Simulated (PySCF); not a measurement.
C₃H₅NSeSi

Input file:

```
{"job": {"kind": "uv", "xc": "B3LYP", "basis": "def2-SVPD", "nstates": 8, "ntriplets": 3}, "charge": 0, "multiplicity": 1}
N      0.616224     2.379951    -1.374608
C      0.322212     1.577320    -0.612468
C     -0.020371     0.535992     0.298099
C     -1.317961    -0.190423    -0.088653
Se    -0.810089    -2.110485     0.107933
Si     1.171394    -0.984001     0.281073
H     -0.092690     0.961314     1.302118
H     -2.167815     0.045710     0.550645
H     -1.596598    -0.014302    -1.128164
H      1.884655    -1.148204     1.543202
H      2.016464    -1.050203    -0.905141
```

Run with:

```sh
OMP_NUM_THREADS=1 python probes_run.py task.json out
```

Geometry: GFN2-xTB.

Computed with B3LYP/def2-SVPD, SCF density, gas phase in PySCF.

**What will maps of the electron density and electron localisation function show?**

C–N (1.15 Å): the density is about 3.6 e/Å³ at the midpoint; the ELF peaks at about 0.85 between the atoms; a short, multiple covalent bond.
C–C (1.43 Å): the density is about 1.9 e/Å³ at the midpoint; the ELF peaks at about 0.95 between the atoms, as expected for localised, covalent bonding.

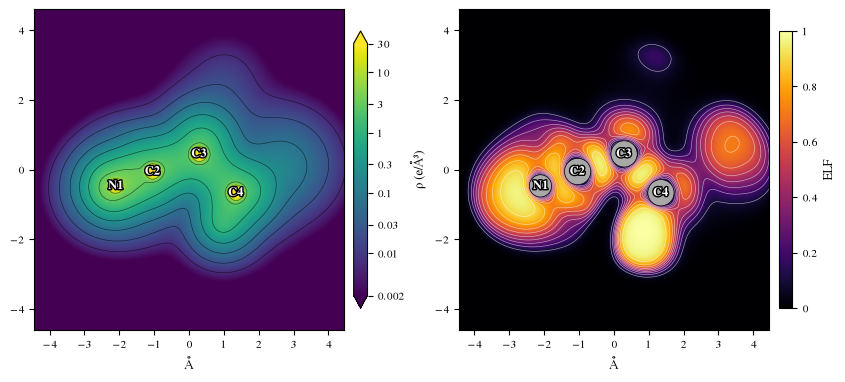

Computed electron density and electron localisation function on the plane of atoms C2, C3 and C4, in this order. Grey discs cover the atomic cores in the ELF map. 
